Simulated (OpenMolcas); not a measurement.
CH5InO2 (SMILES [CH3][In]([OH])[OH]): methods side by side

The species is CH5InO2 (9 atoms), meant as a singlet with charge 0. SMILES: `[CH3][In]([OH])[OH]`. The shape is that of a PBE0-D4/def2-TZVP optimisation. This is one conformer, not always the lowest.

```xyz
9

C    -0.0866    0.9202   -1.3662
In    0.1229   -0.3361    0.3378
O     1.4408   -1.8060    0.5009
O    -0.8986   -0.3129    2.0486
H    -1.1264    0.9292   -1.6928
H     0.2121    1.9363   -1.1077
H     0.5475    0.5489   -2.1698
H     1.3655   -2.2434    1.3531
H    -1.5771    0.3637    2.0961
```

Each level gives the energy change with the C1–H6 bond stretched from 1.090 to 1.962 Å (eV). The values are calculated.

| level | kind | program | value (eV) | CPU time (all runs) |
| --- | --- | --- | --- | --- |
| SVWN5/def2-SVP (core potential) (restricted) | LDA | OpenMolcas | 3.27 | 1.9 min |
| BLYP/def2-SVP (core potential) (restricted) | GGA | OpenMolcas | 3.11 | 2.6 min |
| revPBE/def2-SVP (core potential) (restricted) | GGA | OpenMolcas | 3.19 | 2.6 min |
| TPSS/def2-SVP (core potential) (restricted) | meta-GGA | OpenMolcas | 3.28 | 3.3 min |
| r2SCAN/def2-SVP (core potential) (restricted) | meta-GGA | OpenMolcas | 3.40 | 3 min |
| M06-2X/def2-SVP (core potential) (restricted) | hybrid meta-GGA | OpenMolcas | 3.56 | 1.7 min |
| PBE0/def2-SVP (core potential) (restricted) | global hybrid | OpenMolcas | 3.51 | 1.9 min |
| B2PLYP/def2-SVP (core potential) (restricted) | double hybrid | OpenMolcas | 3.45 | 85 s |

The first shape isn't each level's own minimum. The values span 3.11 to 3.56 eV. Times are those of the runs behind each value, whatever else they computed, on shared processors of several kinds: orders of magnitude only.

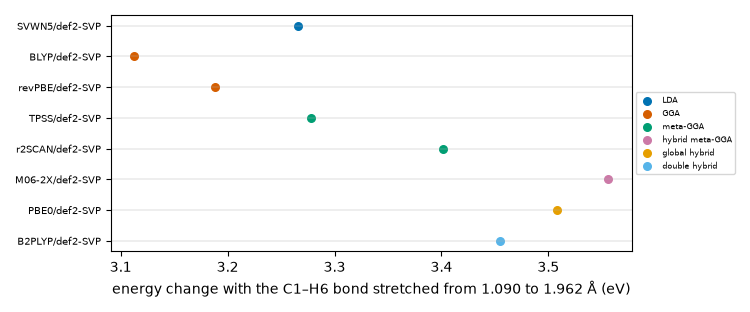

The values of the table, level by level.
